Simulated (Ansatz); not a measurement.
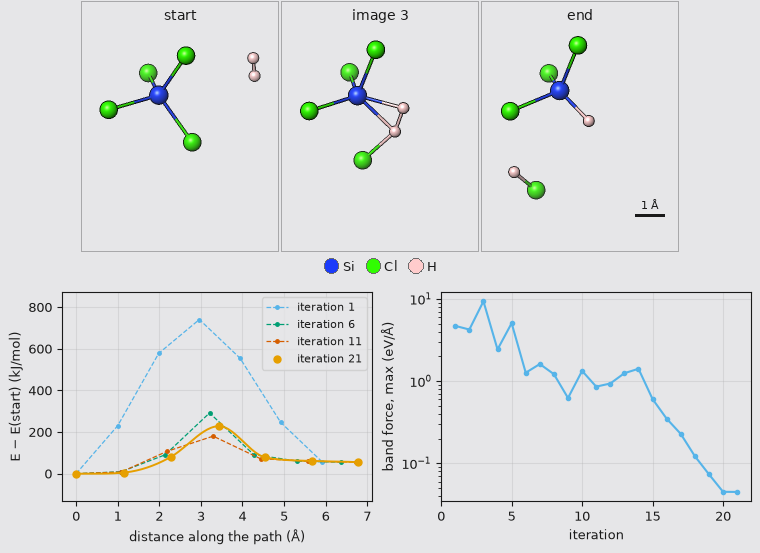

A search for the minimum-energy path of SiH2Cl4, made up of SiCl$_{4}$ and H2 by the nudged elastic band. Images are numbered from 0 (start) to 6 (end). The plot follows the band through its iterations. The picture is a ball-and-stick view, seen at a tilt.

Level of theory: RKS PBE0-D4/def2-SVP (Ansatz 0.2.0). Settings: 5 movable images; climbing image.

> Judge this run.

The run is converged, with reservations. The band converged in 21 iterations. The largest component of the band force went from 4.7 to 0.045 eV/Å. The climbing image converged on the top of the path. Its curvatures weren't checked. The largest force component is 0.43 eV/Å at the start and 0.31 eV/Å at the end; an end with forces this large is no minimum, and the barrier measured from it can be far off. The first iteration put the highest image at 740.8 kJ/mol. The highest point, image 3, lies 228.4 kJ/mol above the start and 173.1 kJ/mol above the end; the end is at +55.3 kJ/mol relative to the start.

Limits of the set-up: the start holds two separate molecules, 3.5 Å apart at their closest, whose relative position is a soft coordinate.

The run took 2.6 min on 4 threads of Arm Neoverse V2 (shared host).
